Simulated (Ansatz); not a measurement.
# SiH₂S + NH₃: a complex and its separated parts

The complex below is one end of an elementary step. How strongly is it bound against its free parts?

Computed with Ansatz 0.2.0, Gaussian basis. Level: PBE0-D4/def2-TZVP structures, single points in def2-TZVPP, no counterpoise correction.

Levels: SPW92, PBE-D4, BLYP-D4, r2SCAN-D4, B97M-V, PBE0-D4, B3LYP-D4, r2SCAN0-D4, BHLYP-D4, CAM-B3LYP-D4, wB97X-V, wB97M-V, B2PLYP, PBE-QIDH, RPA on PBE, Hartree-Fock, MP2, CCSD, CCSD(T).

Cores are frozen in the correlated methods. B3LYP uses VWN-RPA correlation. B2PLYP carries no dispersion term here.

11 further runs of the same task are left out: 11 set aside as unsound or not needed.

### Step 1. Starting geometry

The complex: 8 atoms, charge 0, spin multiplicity 1.

Atoms are counted from 1 here; the program's logs count them from 0.

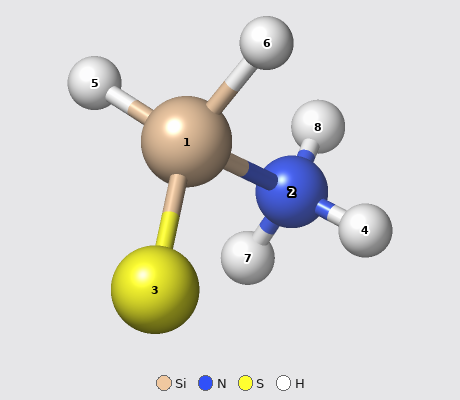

As it starts; silicon light orange, nitrogen blue, sulfur yellow, hydrogen white; atoms are numbered from 1 in the order of the file.

Coordinates:

```xyz
8
H5NSSi
Si   -0.6902   -0.6409   -0.3698
N     0.6052    0.6153    0.3998
S     0.1701   -1.3259   -2.0125
H     1.4684    0.0964    0.5446
H    -1.8334    0.3216   -0.3845
H    -0.8529   -1.4577    0.8712
H     0.7976    1.3142   -0.3142
H     0.3352    1.0771    1.2655
```

Its parts: SiH₂S holds atoms 1, 3, 5, 6; NH₃ holds atoms 2, 4, 7, 8. Each part counts its atoms afresh in its own runs.

### Step 2. Relaxing SiH₂S alone

The input, relax-a/in.yaml:

```yaml
crystal:
  periodic: [false, false, false]
  atoms:
    - {symbol: Si, position_ang: [-0.690155, -0.640926, -0.369832]}
    - {symbol: S, position_ang: [0.170135, -1.325869, -2.012462]}
    - {symbol: H, position_ang: [-1.833417, 0.321573, -0.384456]}
    - {symbol: H, position_ang: [-0.852859, -1.457684, 0.871184]}
basis:
  gaussian: {orbitals: def2-TZVP}
hamiltonian: {xc: pbe0, dispersion: d4}
relax: {f_tol: 0.005, max_steps: 200}
```

No record of the launch command was kept for these runs.

What it wrote:

```text
Functional definition: PBE0
  name "PBE0"
  cite "Adamo & Barone, J. Chem. Phys. 110, 6158 (1999) doi:10.1063/1.478522"
  cite "Perdew, Burke & Ernzerhof, Phys. Rev. Lett. 77, 3865 (1996) doi:10.1103/PhysRevLett.77.3865"
  parent pbe
  parameter a = 0.25
  parameter kappa = 0.804
  parameter beta = 0.06672455060314922
  exchange = (1 - a)*pbe_x(kappa = kappa, mu = beta*pi^2/3) + a*exact_x
  correlation = pbe_c(beta = beta)
627 factors; their error is unknown
mean field evaluation 1: about -18737.4107 eV, gradient 1.9e1 eV
mean field evaluation 2: about -18734.8529 eV, gradient 3.4e1 eV
mean field evaluation 4: about -18738.5826 eV, gradient 1.6e0 eV
mean field evaluation 8: about -18738.6453 eV, gradient 1.6e-2 eV
mean field -18738.64525460 eV, -688.6325115967 hartree, gradient 7.3e-5 eV, S^2 0.000000; 0 other end points of the search recorded, 0 dependent functions left out
the calculation of the forces begins
reference -18738.64527866 eV, -688.6325124808 hartree; 16, 16 occupied and 70, 70 virtual orbitals, 627 factors
relax step   1: F+E_penalty+E_count = -18738.70561480 eV  Δ(F+E_penalty+E_count) = +0.000e0 eV  max|allowed force component| = 1.096e0 eV/Å  Δτ_max = 0.0000 Å  (24 SCF iters, accepted)
these checks for a lower state are left out or cut short: starts, cluster_reference, orbital_swaps, neighbouring_geometries, increment
627 factors; their error is unknown
mean field evaluation 16: about -18738.7773 eV, gradient 2.5e-1 eV
mean field -18738.83252661 eV, -688.6393937159 hartree, gradient 8.7e-5 eV, S^2 0.000000; 0 other end points of the search recorded, 0 dependent functions left out
the calculation of the forces begins
reference -18738.83255069 eV, -688.6393946010 hartree; 16, 16 occupied and 70, 70 virtual orbitals, 627 factors
relax step   2: F+E_penalty+E_count = -18738.89284302 eV  Δ(F+E_penalty+E_count) = -1.872e-1 eV  max|allowed force component| = 3.851e-1 eV/Å  Δτ_max = 0.1956 Å  (29 SCF iters, accepted)
these checks for a lower state are left out or cut short: starts, cluster_reference, orbital_swaps, neighbouring_geometries, increment
627 factors; their error is unknown
mean field -18738.84574297 eV, -688.6398794084 hartree, gradient 8.6e-5 eV, S^2 0.000000; 0 other end points of the search recorded, 0 dependent functions left out
the calculation of the forces begins
reference -18738.84576701 eV, -688.6398802918 hartree; 16, 16 occupied and 70, 70 virtual orbitals, 627 factors
relax step   3: F+E_penalty+E_count = -18738.90618169 eV  Δ(F+E_penalty+E_count) = -1.334e-2 eV  max|allowed force component| = 1.577e-1 eV/Å  Δτ_max = 0.0202 Å  (26 SCF iters, accepted)
these checks for a lower state are left out or cut short: starts, cluster_reference, orbital_swaps, neighbouring_geometries, increment
627 factors; their error is unknown
mean field -18738.84661912 eV, -688.6399116063 hartree, gradient 8.7e-5 eV, S^2 0.000000; 0 other end points of the search recorded, 0 dependent functions left out
the calculation of the forces begins
reference -18738.84664315 eV, -688.6399124892 hartree; 16, 16 occupied and 70, 70 virtual orbitals, 627 factors
relax step   4: F+E_penalty+E_count = -18738.90706745 eV  Δ(F+E_penalty+E_count) = -8.858e-4 eV  max|allowed force component| = 8.173e-3 eV/Å  Δτ_max = 0.0062 Å  (26 SCF iters, accepted)
these checks for a lower state are left out or cut short: starts, cluster_reference, orbital_swaps, neighbouring_geometries, increment
627 factors; their error is unknown
mean field evaluation 32: about -18738.8466 eV, gradient 2.0e-2 eV
mean field -18738.84662212 eV, -688.6399117164 hartree, gradient 2.9e-5 eV, S^2 0.000000; 0 other end points of the search recorded, 0 dependent functions left out
the calculation of the forces begins
reference -18738.84664614 eV, -688.6399125992 hartree; 16, 16 occupied and 70, 70 virtual orbitals, 627 factors
relax step   5: F+E_penalty+E_count = -18738.90707126 eV  Δ(F+E_penalty+E_count) = -3.810e-6 eV  max|allowed force component| = 7.568e-4 eV/Å  Δτ_max = 0.0006 Å  (19 SCF iters, accepted)
627 factors; their error is unknown
mean field -18738.84662212 eV, -688.6399117164 hartree, gradient 2.9e-5 eV, S^2 0.000000; 1 other end points of the search recorded, 0 dependent functions left out
the calculation of the forces begins
reference -18738.84664614 eV, -688.6399125992 hartree; 16, 16 occupied and 70, 70 virtual orbitals, 627 factors
Total energy: -18738.90709528 eV, -688.6421340642 hartree
Atom 0 at    -0.832665    -0.759962    -0.427270 Å, force    -0.000732     0.000131     0.000757 eV/Å
Atom 1 at     0.203100    -1.284081    -1.978914 Å, force     0.000386    -0.000122    -0.000475 eV/Å
Atom 2 at    -1.787679     0.376565    -0.384027 Å, force     0.000088     0.000149    -0.000249 eV/Å
Atom 3 at    -0.789052    -1.435428     0.894645 Å, force     0.000257    -0.000157    -0.000033 eV/Å
Dipole moment:    -0.300696     0.152168     0.450475 e Å
```

Wall time 3.8 s (2 threads, shared host); peak memory 0.13 GiB.

The steps of the relaxation:

```csv
step,energy from step 1 (eV),largest force component (eV/Å)
1,0.0000,1.0960
2,-0.1872,0.3851
3,-0.2006,0.1577
4,-0.2015,0.0082
5,-0.2015,0.0008
```

Close pairs (by a distance rule), those that changed most:

```csv
bond,before (Å),after (Å),change (Å)
Si1–S2,1.977,1.938,-0.039
Si1–H4,1.495,1.485,-0.009
Si1–H3,1.495,1.485,-0.009
```

### Step 3. Relaxing NH₃ alone

The input, relax-b/in.yaml:

```yaml
crystal:
  periodic: [false, false, false]
  atoms:
    - {symbol: N, position_ang: [0.605247, 0.615315, 0.399806]}
    - {symbol: H, position_ang: [1.468369, 0.096375, 0.544579]}
    - {symbol: H, position_ang: [0.797612, 1.314157, -0.314224]}
    - {symbol: H, position_ang: [0.335169, 1.077059, 1.265504]}
basis:
  gaussian: {orbitals: def2-TZVP}
hamiltonian: {xc: pbe0, dispersion: d4}
relax: {f_tol: 0.005, max_steps: 200}
```

What it wrote:

```text
[... 10 set-up lines as earlier in the session ...]
287 factors; their error is unknown
mean field evaluation 1: about -1532.4597 eV, gradient 5.4e1 eV
mean field evaluation 2: about -1527.9443 eV, gradient 6.8e1 eV
mean field evaluation 4: about -1537.7914 eV, gradient 1.2e-1 eV
mean field evaluation 8: about -1537.7895 eV, gradient 2.2e-1 eV
mean field -1537.78955189 eV, -56.5127236808 hartree, gradient 6.7e-6 eV, S^2 0.000000; 0 other end points of the search recorded, 0 dependent functions left out
the calculation of the forces begins
reference -1537.78956833 eV, -56.5127242851 hartree; 5, 5 occupied and 44, 44 virtual orbitals, 287 factors
relax step   1: F+E_penalty+E_count = -1537.79866956 eV  Δ(F+E_penalty+E_count) = +0.000e0 eV  max|allowed force component| = 3.079e-1 eV/Å  Δτ_max = 0.0000 Å  (21 SCF iters, accepted)
these checks for a lower state are left out or cut short: starts, cluster_reference, orbital_swaps, neighbouring_geometries, increment
287 factors; their error is unknown
mean field evaluation 16: about -1537.7978 eV, gradient 9.5e-1 eV
mean field -1537.79781310 eV, -56.5130272746 hartree, gradient 8.6e-6 eV, S^2 0.000000; 0 other end points of the search recorded, 0 dependent functions left out
the calculation of the forces begins
reference -1537.79782944 eV, -56.5130278751 hartree; 5, 5 occupied and 44, 44 virtual orbitals, 287 factors
relax step   2: F+E_penalty+E_count = -1537.80691506 eV  Δ(F+E_penalty+E_count) = -8.245e-3 eV  max|allowed force component| = 1.249e-1 eV/Å  Δτ_max = 0.0153 Å  (25 SCF iters, accepted)
these checks for a lower state are left out or cut short: starts, cluster_reference, orbital_swaps, neighbouring_geometries, increment
287 factors; their error is unknown
mean field -1537.79927204 eV, -56.5130808898 hartree, gradient 8.6e-6 eV, S^2 0.000000; 0 other end points of the search recorded, 0 dependent functions left out
the calculation of the forces begins
reference -1537.79928832 eV, -56.5130814878 hartree; 5, 5 occupied and 44, 44 virtual orbitals, 287 factors
relax step   3: F+E_penalty+E_count = -1537.80838187 eV  Δ(F+E_penalty+E_count) = -1.467e-3 eV  max|allowed force component| = 2.875e-2 eV/Å  Δτ_max = 0.0083 Å  (26 SCF iters, accepted)
these checks for a lower state are left out or cut short: starts, cluster_reference, orbital_swaps, neighbouring_geometries, increment
287 factors; their error is unknown
mean field evaluation 32: about -1537.7993 eV, gradient 2.2e-1 eV
mean field -1537.79931042 eV, -56.5130823000 hartree, gradient 8.6e-6 eV, S^2 0.000000; 0 other end points of the search recorded, 0 dependent functions left out
the calculation of the forces begins
reference -1537.79932668 eV, -56.5130828976 hartree; 5, 5 occupied and 44, 44 virtual orbitals, 287 factors
relax step   4: F+E_penalty+E_count = -1537.80842524 eV  Δ(F+E_penalty+E_count) = -4.337e-5 eV  max|allowed force component| = 6.570e-3 eV/Å  Δτ_max = 0.0020 Å  (25 SCF iters, accepted)
these checks for a lower state are left out or cut short: starts, cluster_reference, orbital_swaps, neighbouring_geometries, increment
287 factors; their error is unknown
mean field -1537.79931157 eV, -56.5130823425 hartree, gradient 8.6e-6 eV, S^2 0.000000; 0 other end points of the search recorded, 0 dependent functions left out
the calculation of the forces begins
reference -1537.79932783 eV, -56.5130829401 hartree; 5, 5 occupied and 44, 44 virtual orbitals, 287 factors
relax step   5: F+E_penalty+E_count = -1537.80842732 eV  Δ(F+E_penalty+E_count) = -2.077e-6 eV  max|allowed force component| = 2.473e-4 eV/Å  Δτ_max = 0.0002 Å  (26 SCF iters, accepted)
287 factors; their error is unknown
mean field -1537.79931157 eV, -56.5130823425 hartree, gradient 8.6e-6 eV, S^2 0.000000; 1 other end points of the search recorded, 0 dependent functions left out
the calculation of the forces begins
reference -1537.79932783 eV, -56.5130829401 hartree; 5, 5 occupied and 44, 44 virtual orbitals, 287 factors
Total energy: -1537.80844358 eV, -56.5134179376 hartree
Atom 0 at     0.596467     0.602430     0.388398 Å, force    -0.000056    -0.000098    -0.000095 eV/Å
Atom 1 at     1.462449     0.105398     0.556693 Å, force     0.000174    -0.000169     0.000038 eV/Å
Atom 2 at     0.793981     1.319027    -0.299182 Å, force    -0.000005     0.000155    -0.000190 eV/Å
Atom 3 at     0.353501     1.076051     1.249756 Å, force    -0.000113     0.000112     0.000247 eV/Å
Dipole moment:     0.256671     0.216837     0.107005 e Å
```

Run time: 1.2 s. Hardware: 2 threads, shared host; peak memory 0.08 GiB.

The steps of the relaxation:

```csv
step,energy from step 1 (eV),largest force component (eV/Å)
1,0.0000,0.3079
2,-0.0082,0.1249
3,-0.0097,0.0288
4,-0.0098,0.0066
5,-0.0098,0.0002
```

Distances of close pairs at the start and the end, largest changes first:

```csv
bond,before (Å),after (Å),change (Å)
N1–H4,1.018,1.013,-0.005
N1–H2,1.017,1.013,-0.005
N1–H3,1.017,1.013,-0.005
```

### Step 4. wB97M-V/def2-TZVPP

The input, parta/in.yaml:

```yaml
crystal:
  periodic: [false, false, false]
  atoms:
    - {symbol: Si, position_ang: [-0.832665, -0.759962, -0.427270]}
    - {symbol: S, position_ang: [0.203100, -1.284081, -1.978914]}
    - {symbol: H, position_ang: [-1.787679, 0.376565, -0.384027]}
    - {symbol: H, position_ang: [-0.789052, -1.435428, 0.894645]}
basis:
  gaussian: {orbitals: def2-TZVPP}
hamiltonian: {xc: {name: wB97M-V}}
```

The input, partb/in.yaml:

```yaml
crystal:
  periodic: [false, false, false]
  atoms:
    - {symbol: N, position_ang: [0.596467, 0.602430, 0.388398]}
    - {symbol: H, position_ang: [1.462449, 0.105398, 0.556693]}
    - {symbol: H, position_ang: [0.793981, 1.319027, -0.299182]}
    - {symbol: H, position_ang: [0.353501, 1.076051, 1.249756]}
basis:
  gaussian: {orbitals: def2-TZVPP}
hamiltonian: {xc: {name: wB97M-V}}
```

Output in parta:

```text
Functional definition: wB97M-V
  name "wB97M-V"
  cite "Mardirossian & Head-Gordon, J. Chem. Phys. 144, 214110 (2016) doi:10.1063/1.4952647"
  cite "Becke, J. Chem. Phys. 107, 8554 (1997) doi:10.1063/1.475007"
  cite "Vydrov & Van Voorhis, J. Chem. Phys. 133, 244103 (2010) doi:10.1063/1.3521275"
  # Of w^i u^j: cxij and so on, Table III.
  parameter omega = 0.3/bohr
  parameter cx = 0.15
  parameter cx01 = 1.007
  parameter cx10 = 0.259
  parameter css00 = 0.443
  parameter css04 = -1.437
  parameter css10 = -4.535
  parameter css20 = -3.390
  parameter css43 = 4.278
  parameter cos00 = 1.000
  parameter cos10 = 1.358
  parameter cos20 = 2.924
  parameter cos21 = -8.812
  parameter cos60 = -1.390
  parameter cos61 = 9.142
  parameter b = 6.0
  parameter c = 0.01
  gx(w, u) = 1 - cx + cx01*u + cx10*w
  gss(w, u) = css00 + css04*u^4 + css10*w + css20*w^2 + css43*w^4*u^3
  gos(w, u) = cos00 + cos10*w + (cos20 + cos21*u)*w^2 + (cos60 + cos61*u)*w^6
  exchange = spin_sum(e_x_unif_sr(omega)*gx(b97_w, b97_u_x)) + cx*exact_x_sr(omega) + exact_x_lr(omega)
  correlation = spin_sum(e_c_pw_mod_same_spin*gss(b97_w, b97_u_same))
      + integral(e_c_pw_mod_opposite_spin*gos(b97_w_opposite, b97_u_opposite)) + vv10(b, c)
700 factors; their error is unknown
139 factors; integrals over basis functions are off by at most 1.9e-5 eV
mean field evaluation 1: about -18743.6160 eV, gradient 1.9e1 eV
mean field evaluation 2: about -18743.7747 eV, gradient 2.0e1 eV
mean field evaluation 4: about -18744.7477 eV, gradient 4.9e-1 eV
mean field evaluation 8: about -18744.7589 eV, gradient 1.3e-1 eV
mean field evaluation 16: about -18744.7590 eV, gradient 3.2e-5 eV
mean field -18744.75899203 eV, -688.8571873030 hartree, gradient 3.2e-5 eV, S^2 0.000000; 0 other end points of the search recorded, 0 dependent functions left out
reference -18744.75903029 eV, -688.8571887091 hartree; 16, 16 occupied and 96, 96 virtual orbitals, 700 factors
Total energy: -18744.75903029 eV, -688.8571887091 hartree
```

Log of partb:

```text
[... 5 set-up lines as earlier in the session ...]
  # Of w^i u^j: cxij and so on, Table III.
[... 17 set-up lines as earlier in the session ...]
  gx(w, u) = 1 - cx + cx01*u + cx10*w
  gss(w, u) = css00 + css04*u^4 + css10*w + css20*w^2 + css43*w^4*u^3
  gos(w, u) = cos00 + cos10*w + (cos20 + cos21*u)*w^2 + (cos60 + cos61*u)*w^6
[... 2 set-up lines as earlier in the session ...]
      + integral(e_c_pw_mod_opposite_spin*gos(b97_w_opposite, b97_u_opposite)) + vv10(b, c)
332 factors; their error is unknown
93 factors; integrals over basis functions are off by at most 7.9e-6 eV
mean field evaluation 1: about -1535.2189 eV, gradient 4.5e1 eV
mean field evaluation 2: about -1535.7246 eV, gradient 4.1e1 eV
mean field evaluation 4: about -1538.8419 eV, gradient 2.3e-1 eV
mean field evaluation 8: about -1538.8421 eV, gradient 8.9e-4 eV
mean field -1538.84211193 eV, -56.5514045488 hartree, gradient 5.5e-5 eV, S^2 0.000000; 0 other end points of the search recorded, 0 dependent functions left out
reference -1538.84213880 eV, -56.5514055363 hartree; 5, 5 occupied and 68, 68 virtual orbitals, 332 factors
Total energy: -1538.84213880 eV, -56.5514055363 hartree
```

They took 2.5 s (parta), 0.8 s (partb) on 2 threads, shared host; peak memory 0.21 GiB.

### Step 5. CCSD(T)/def2-TZVPP

Each input of step 4 (parta, partb) changes in the same lines:

```diff
-hamiltonian: {xc: {name: wB97M-V}}
+correlation: {method: ccsd_t}
```

Output in parta:

```text
Functional definition: HF
  name "HF"
  cite "Fock, Z. Phys. 61, 126 (1930) doi:10.1007/BF01340294"
[... 1 set-up line as earlier in the session ...]
  exchange = exact_x
  correlation = 0
635 factors; integrals over basis functions are off by at most 7.2e-4 eV
mean field evaluation 1: about -18710.6521 eV, gradient 1.8e1 eV
mean field evaluation 2: about -18710.6556 eV, gradient 1.8e1 eV
mean field evaluation 4: about -18711.8899 eV, gradient 1.9e0 eV
mean field evaluation 8: about -18711.9082 eV, gradient 1.4e-1 eV
mean field evaluation 16: about -18711.5768 eV, gradient 1.1e1 eV
mean field -18711.90840954 eV, -687.6499506634 hartree, gradient 1.5e-6 eV, S^2 0.000000; 0 other end points of the search recorded, 0 dependent functions left out
10 core orbitals not correlated: weight in the atoms' cores, before any rotation towards them, 1.000 or more for the frozen orbitals, at most 0.000 for the correlated occupied ones
reference -18711.90840954 eV, -687.6499506634 hartree; 6, 6 occupied and 96, 96 virtual orbitals, 635 factors
second order -7.80310133 eV of doubles, -0.00000000 eV of singles
cycle   1  -8.30378365 eV  change   -5.0e-1 eV  update   7.9e-2
cycle   2  -8.56128358 eV  change   -2.6e-1 eV  update   2.6e-2
cycle   3  -8.62776214 eV  change   -6.6e-2 eV  update   1.6e-2
cycle   4  -8.62047813 eV  change    7.3e-3 eV  update   5.6e-3
cycle   5  -8.62043466 eV  change    4.3e-5 eV  update   2.5e-3
cycle   6  -8.62073900 eV  change   -3.0e-4 eV  update   7.8e-4
cycle   7  -8.62082706 eV  change   -8.8e-5 eV  update   2.3e-4
cycle   8  -8.62092991 eV  change   -1.0e-4 eV  update   7.2e-5
cycle   9  -8.62092169 eV  change    8.2e-6 eV  update   1.9e-5
cycle  10  -8.62091751 eV  change    4.2e-6 eV  update   5.5e-6
perturbative correction -0.43014351 eV, -0.0158074824 hartree
Total energy: -18720.95947056 eV, -687.9825710208 hartree
```

Log of partb:

```text
[... 6 set-up lines as earlier in the session ...]
416 factors; integrals over basis functions are off by at most 1.2e-3 eV
mean field evaluation 1: about -1528.0776 eV, gradient 3.0e1 eV
mean field evaluation 2: about -1528.0759 eV, gradient 3.0e1 eV
mean field evaluation 4: about -1529.8417 eV, gradient 1.6e0 eV
mean field evaluation 8: about -1529.8525 eV, gradient 5.6e-4 eV
mean field evaluation 16: about -1529.8520 eV, gradient 2.9e-1 eV
mean field -1529.85251995 eV, -56.2210431368 hartree, gradient 4.0e-6 eV, S^2 0.000000; 0 other end points of the search recorded, 0 dependent functions left out
1 core orbitals not correlated: weight in the atoms' cores, before any rotation towards them, 1.000 or more for the frozen orbitals, at most 0.000 for the correlated occupied ones
reference -1529.85251995 eV, -56.2210431368 hartree; 4, 4 occupied and 68, 68 virtual orbitals, 416 factors
second order -6.38827820 eV of doubles, -0.00000000 eV of singles
cycle   1  -6.57733518 eV  change   -1.9e-1 eV  update   3.9e-2
cycle   2  -6.71057123 eV  change   -1.3e-1 eV  update   1.1e-2
cycle   3  -6.72862169 eV  change   -1.8e-2 eV  update   3.8e-3
cycle   4  -6.72906252 eV  change   -4.4e-4 eV  update   8.5e-4
cycle   5  -6.72922635 eV  change   -1.6e-4 eV  update   2.5e-4
cycle   6  -6.72923631 eV  change   -1.0e-5 eV  update   9.2e-5
cycle   7  -6.72923790 eV  change   -1.6e-6 eV  update   3.8e-5
cycle   8  -6.72922910 eV  change    8.8e-6 eV  update   9.4e-6
cycle   9  -6.72922575 eV  change    3.3e-6 eV  update   2.3e-6
perturbative correction -0.20701872 eV, -0.0076077977 hartree
Total energy: -1536.78876442 eV, -56.4759454196 hartree
```

Wall times: 1.2 s (parta), 0.4 s (partb) on 2 threads, shared host; peak memory 0.3 GiB.

(Part 1 of 2 ends here.)
